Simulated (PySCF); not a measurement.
## Electronic structure of H4HgO2 (charge +2) in real space

The calculation's input:

```
mol = gto.M(atom='''
Hg     0.00000    -0.00000     0.00000
O     -0.00000     0.00000     2.04723
H      0.56981     0.56981     2.60584
H     -0.56981    -0.56981     2.60584
O      0.00000    -0.00000    -2.04723
H      0.56981    -0.56981    -2.60584
H     -0.56981     0.56981    -2.60584''',
    basis={'Hg': 'def2-SVP', 'O': 'def2-SVP', 'H': 'def2-SVP'},
    ecp={'Hg': 'def2-SVP'},
    charge=2, spin=0)
mf = dft.RKS(mol, xc='PBE0')
mf.grids.atom_grid = (75, 302)  # f atoms: at least (60, 302), unpruned
mf = mf.density_fit()  # Hg def2-universal-JKFIT, O def2-universal-JKFIT, H def2-universal-JKFIT
mf.conv_tol = 1e-09; mf.max_cycle = 55
mf.kernel(dm0)
```

Launched as:

```sh
OMP_NUM_THREADS=2 python run.py
```

Core potentials replace the inner electrons of Hg.

Theory: RKS PBE0, Hg def2-SVP with ECP60, O def2-SVP, H def2-SVP; non-relativistic Hamiltonian with scalar-relativistic core potentials where named; density fitting in PySCF 2.14.0.

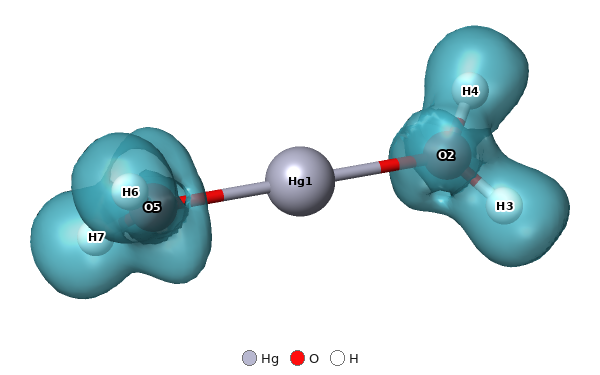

Figure 1. Isosurface of the electron localisation function at 0.75 (cyan), seen at a tilt. Core shells and regions of very low density are left out.

> What do the ELF domains correspond to?

The ELF exceeds this value in two joined regions spread over several atoms (H, O), in which their bonds and any lone pairs are merged.


Hg–O (2.05 Å): the ELF peaks at about 0.85 in the valence shell of O, 0.6 Å from its nucleus, and is about 0.20 at the midpoint. O–H (0.98 Å): the ELF climbs to about 1 towards the hydrogen, as it does in any bond to H: a covalent bond by its length.

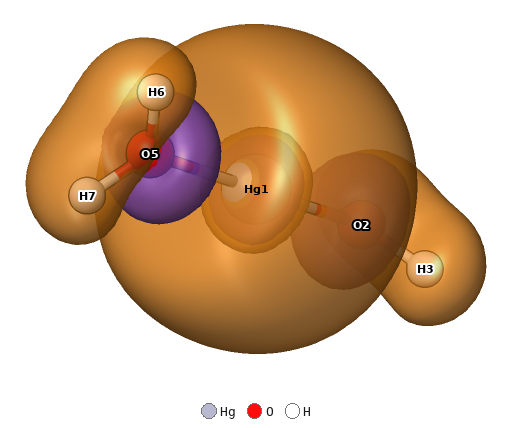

Figure 2. The LUMO at ±0.06 Å⁻³ᐟ² (orange and purple are the two phases), seen at an oblique angle.

> What is the character of this orbital?

Its weight (Hirshfeld) is mainly on Hg1 (about 65 %), O2 (about 15 %) and O5 (about 15 %). Its energy is −14.32 eV.

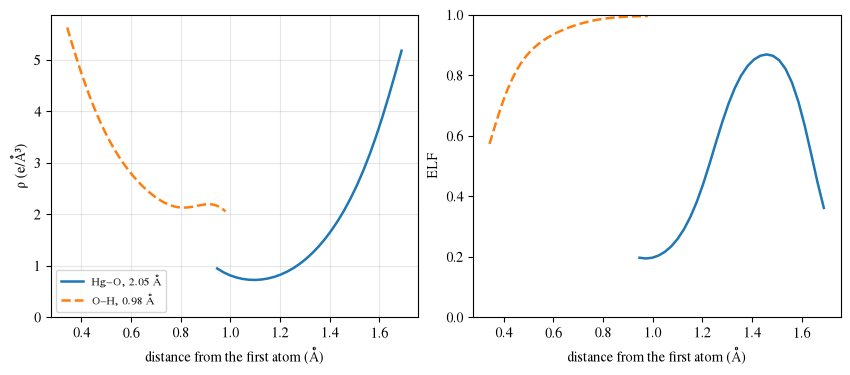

Figure 3. Electron density and ELF along straight lines between neighbouring atoms. The curves leave out the atomic cores.

> Compare the contacts.

Hg–O (2.05 Å): ρ at the midpoint is about 0.77 e/Å³; the ELF peaks at about 0.85 in the valence shell of O, 0.6 Å from its nucleus, and is about 0.20 at the midpoint.
O–H (0.98 Å): the density is about 3.6 e/Å³ at the midpoint; the ELF climbs to about 1 towards the hydrogen; a covalent bond by its length.
